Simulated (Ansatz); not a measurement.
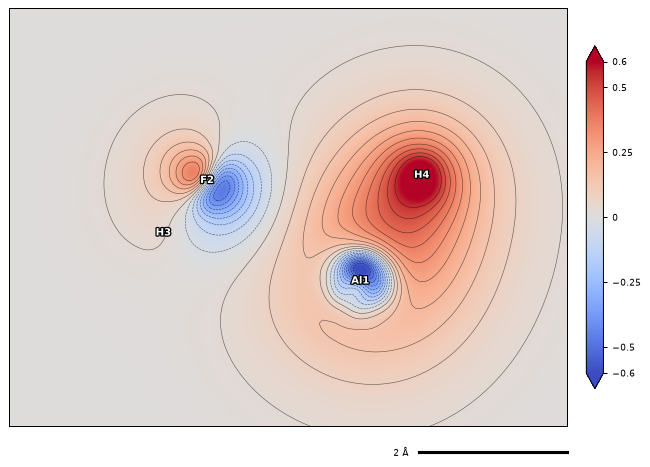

AlH···HF. The HOMO−1 on the molecular plane (values in Å⁻³ᐟ²; the overall sign is arbitrary).

The product side of a reaction path; geometry: PBE0-D4/def2-TZVP.

All numbers below come from RKS PBE0-D4/def2-TZVPP in Ansatz 0.2.0.

Question: What is the character of this orbital?

Answer: It lies mainly on Al1 (about 55 %) and H4 (about 40 %); it is symmetric in the molecular plane (an in-plane orbital: σ, lone-pair or in-plane π type). Its energy is −9.68 eV.
